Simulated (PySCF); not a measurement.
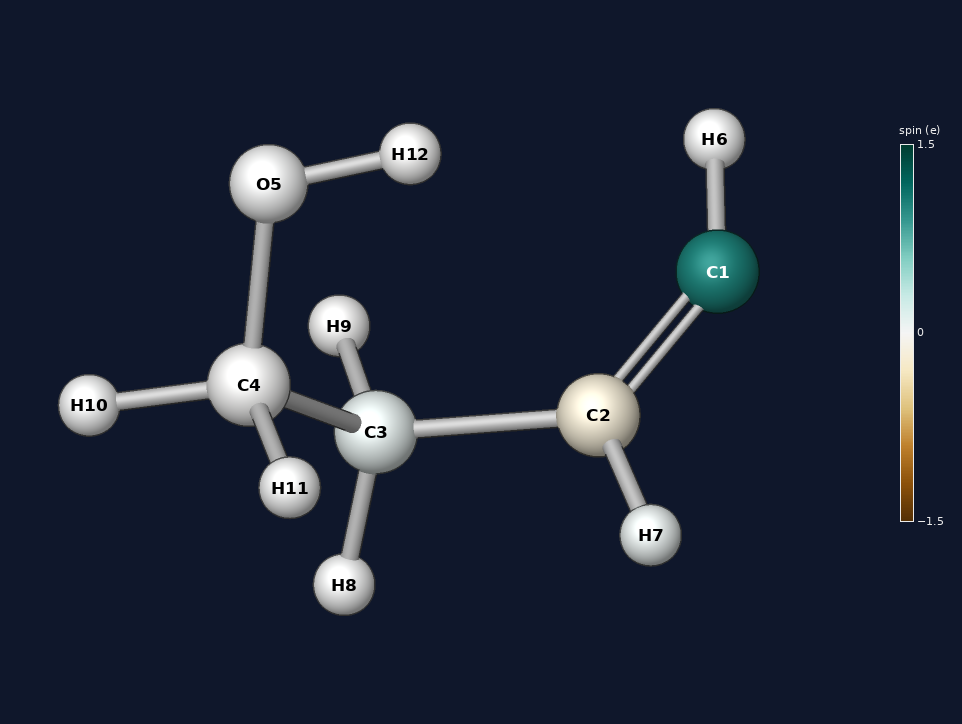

Atoms are coloured by their Mulliken spin populations. The species is neutral and a spin doublet. The geometry was computed by an optimisation with GFN2-xTB. No frequency run is at hand to confirm it as a minimum. Method: UKS B3LYP, pcH-1 on C H O, non-relativistic (PySCF 2.14.0).

List the Mulliken spin populations.

| atom | value (e) |
| --- | --- |
| C1 | 1.03 |
| C2 | −0.17 |
| C3 | 0.08 |
| C4 | 0.00 |
| O5 | 0.00 |
| H6 | 0.01 |
| H7 | 0.05 |
| H8 | 0.00 |
| H9 | 0.00 |
| H10 | 0.00 |
| H11 | 0.00 |
| H12 | 0.00 |

Mulliken values depend strongly on the basis set.
